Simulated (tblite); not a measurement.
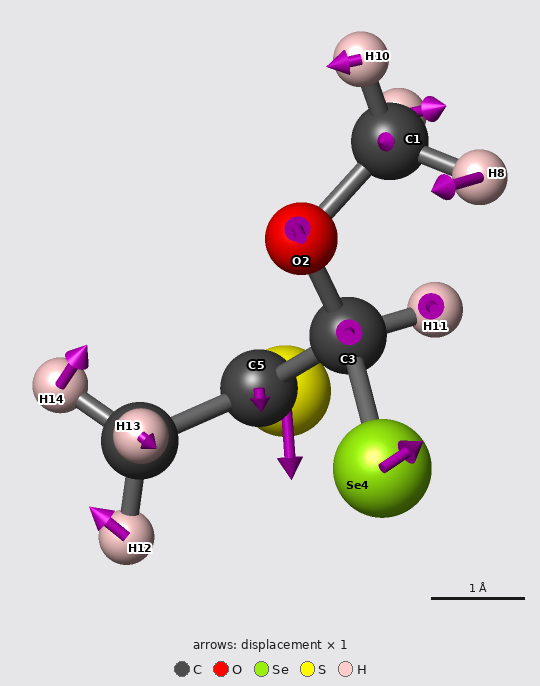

A relaxation of C₄H₇OSSe (charge −1). The starting structure is drawn; purple arrows show the displacements, at their true length. The two geometries are superimposed by the best rigid fit.

A ball-and-stick model, seen from a free direction.

Method: GFN2-xTB geometry optimisation, gas phase in tblite. 

**Describe the change and its energy.**

The S atom moves most after the best rigid fit: 0.96 Å. Largest moves by element: S 0.96 Å, H 0.81 Å, O 0.62 Å, Se 0.60 Å, C 0.40 Å. Near-neighbour distances that change, for instance: C–S 1.436 → 1.640 Å, C–Se 1.950 → 2.009 Å, C–H 1.117 → 1.088 Å, C–O 1.426 → 1.401 Å. Among the angles between lasting bonds that change: C–O–C 104.6° → 112.9°, O–C–Se 106.1° → 113.4°, Se–C–C 106.0° → 99.7°. Groups turn about C–O by about 50°, C–C by about 40°. After 120 geometry steps the energy has fallen by 38.2 kcal/mol. The run took 6.3 s on 1 thread of Intel(R) Xeon(R) Processor @ 2.50GHz, with other jobs on the host.
